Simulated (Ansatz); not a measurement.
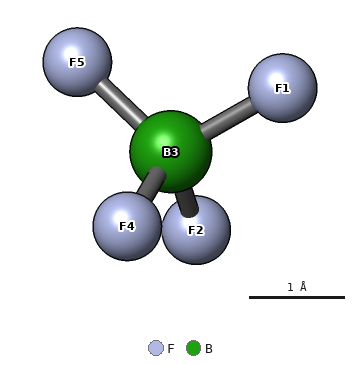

Fig. 1: The structure as given in the input (ball-and-stick view, seen at a tilt; atoms are numbered from 1 in the order of the input). Bond lengths as drawn: B–F 1.41 Å.

**BF4: a changed input and its effect**

System: BF4, charge −1.
Method of run A: RHF-CCSD(T), frozen core/def2-TZVPPD (Ansatz 0.2.0).

The geometry comes from this level: PBE0-D4/def2-TZVPD. Text and figures count atoms from 1; the logs count them from 0 in places.

**Input file, run A**
```yaml
crystal:
  periodic: [false, false, false]
  atoms:
    - {symbol: F, position_ang: [-0.071453, 0.109232, -1.399746]}
    - {symbol: F, position_ang: [0.582750, 1.163595, 0.531680]}
    - {symbol: B, position_ang: [0.000018, -0.000021, -0.000020]}
    - {symbol: F, position_ang: [-1.294757, -0.157385, 0.524446]}
    - {symbol: F, position_ang: [0.783541, -1.115519, 0.343539]}
basis:
  gaussian: {orbitals: "def2-TZVPPD.json"}
total_charge: -1
correlation: {method: ccsd_t}
```

Launched with:
```bash
ansatz run in.yaml --threads 4 --pin off --events-out ev --progress --plain --max-ram 9574MiB
```

Hardware: 4 threads of Arm Neoverse V1, 23 GiB of memory available, shared host.

**Output (run A)**
```
Functional definition: HF
  exchange = exact_x
  correlation = 0
1267 factors; integrals over basis functions are off by at most 9.4e-4 eV
mean field evaluation 1: about -11506.8359 eV, gradient 2.9e1 eV
mean field evaluation 2: about -11506.9353 eV, gradient 2.9e1 eV
mean field evaluation 4: about -11508.5331 eV, gradient 2.6e0 eV
mean field evaluation 8: about -11508.5481 eV, gradient 8.3e-2 eV
mean field evaluation 16: about -11508.2061 eV, gradient 1.2e1 eV
mean field -11508.54810902 eV, -422.9313422325 hartree, gradient 2.4e-6 eV, S^2 0.000000; 0 other end points of the search recorded, 0 dependent functions left out
5 core orbitals not correlated: weight in the atoms' cores, before any rotation towards them, 1.000 or more for the frozen orbitals, at most 0.000 for the correlated occupied ones
reference -11508.54810902 eV, -422.9313422325 hartree; 16, 16 occupied and 176, 176 virtual orbitals, 1267 factors
second order -30.55268813 eV of doubles, -0.00000000 eV of singles
cycle   1  -29.91923675 eV  change    6.3e-1 eV  update   1.0e-1
cycle   2  -30.45980966 eV  change   -5.4e-1 eV  update   2.7e-2
cycle   3  -30.57697452 eV  change   -1.2e-1 eV  update   1.3e-2
cycle   4  -30.55723982 eV  change    2.0e-2 eV  update   2.6e-3
cycle   5  -30.55380631 eV  change    3.4e-3 eV  update   1.1e-3
cycle   6  -30.55471449 eV  change   -9.1e-4 eV  update   3.4e-4
cycle   7  -30.55475136 eV  change   -3.7e-5 eV  update   9.7e-5
cycle   8  -30.55467754 eV  change    7.4e-5 eV  update   3.3e-5
cycle   9  -30.55465659 eV  change    2.1e-5 eV  update   7.8e-6
perturbative correction -0.89481989 eV, -0.0328840245 hartree
Total energy: -11539.99758550 eV, -424.0870891759 hartree
```

For run B the input was changed thus:
```diff
-    - {symbol: F, position_ang: [0.582750, 1.163595, 0.531680]}
-    - {symbol: B, position_ang: [0.000018, -0.000021, -0.000020]}
-    - {symbol: F, position_ang: [-1.294757, -0.157385, 0.524446]}
-    - {symbol: F, position_ang: [0.783541, -1.115519, 0.343539]}
+    - {symbol: F, position_ang: [0.579176, 1.169057, 0.461694]}
+    - {symbol: B, position_ang: [-0.003555, 0.005442, -0.070006]}
+    - {symbol: F, position_ang: [-1.298331, -0.151922, 0.454460]}
+    - {symbol: F, position_ang: [0.779967, -1.110057, 0.273553]}
```

What does this change do to the results?

With the same method and basis, run B lies 2.1 kcal/mol higher. On the same kind of shared host run B took about 2 times as long.

**Output (run B)**
```
Functional definition: HF
  exchange = exact_x
  correlation = 0
1268 factors; integrals over basis functions are off by at most 1.7e-3 eV
mean field evaluation 1: about -11506.8549 eV, gradient 2.8e1 eV
mean field evaluation 2: about -11506.9551 eV, gradient 2.9e1 eV
mean field evaluation 4: about -11508.5015 eV, gradient 2.6e0 eV
mean field evaluation 8: about -11508.5157 eV, gradient 8.9e-2 eV
mean field evaluation 16: about -11508.1841 eV, gradient 1.2e1 eV
mean field -11508.51575777 eV, -422.9301533460 hartree, gradient 2.3e-6 eV, S^2 0.000000; 0 other end points of the search recorded, 0 dependent functions left out
5 core orbitals not correlated: weight in the atoms' cores, before any rotation towards them, 1.000 or more for the frozen orbitals, at most 0.000 for the correlated occupied ones
reference -11508.51575777 eV, -422.9301533460 hartree; 16, 16 occupied and 176, 176 virtual orbitals, 1268 factors
second order -30.48803403 eV of doubles, -0.00000000 eV of singles
cycle   1  -29.88366406 eV  change    6.0e-1 eV  update   1.0e-1
cycle   2  -30.41396349 eV  change   -5.3e-1 eV  update   2.7e-2
cycle   3  -30.52826859 eV  change   -1.1e-1 eV  update   1.3e-2
cycle   4  -30.50927081 eV  change    1.9e-2 eV  update   2.6e-3
cycle   5  -30.50572754 eV  change    3.5e-3 eV  update   1.1e-3
cycle   6  -30.50661063 eV  change   -8.8e-4 eV  update   3.4e-4
cycle   7  -30.50665625 eV  change   -4.6e-5 eV  update   9.7e-5
cycle   8  -30.50658469 eV  change    7.2e-5 eV  update   3.3e-5
cycle   9  -30.50656402 eV  change    2.1e-5 eV  update   7.9e-6
perturbative correction -0.88430043 eV, -0.0324974414 hartree
Total energy: -11539.90662222 eV, -424.0837463371 hartree
```

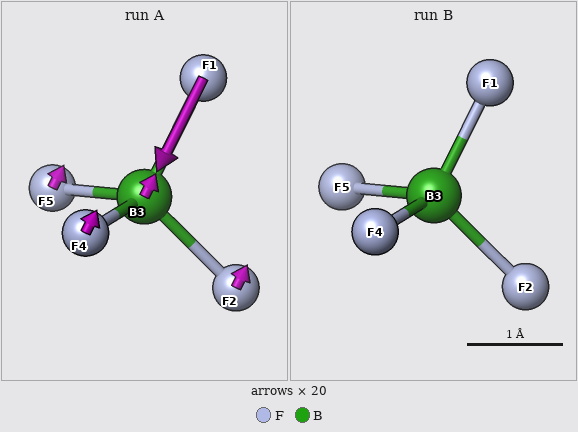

Fig. 2: The two input geometries at one scale (ball-and-stick view, seen at a tilt). The pink arrows on the first give the shifts of the atoms after the best rigid fit, magnified 20 times. F1 moves most after the best rigid fit: 0.056 Å. By element the largest moves are F 0.056 Å, B 0.014 Å. Among the contacts that change: F1–B3 1.406 → 1.336 Å.

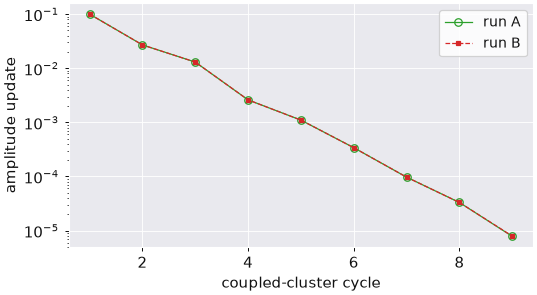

Fig. 3: Convergence of the two runs: amplitude update against the coupled-cluster cycle. Run A takes 9 cycles in all, and run B takes 9.

**The two runs side by side**

| quantity | run A | run B |
| --- | --- | --- |
| outcome | converged | converged |
| total energy (hartree) | −424.087089 | −424.083746 |
| wall time (shared host) | 14 s | 28 s |
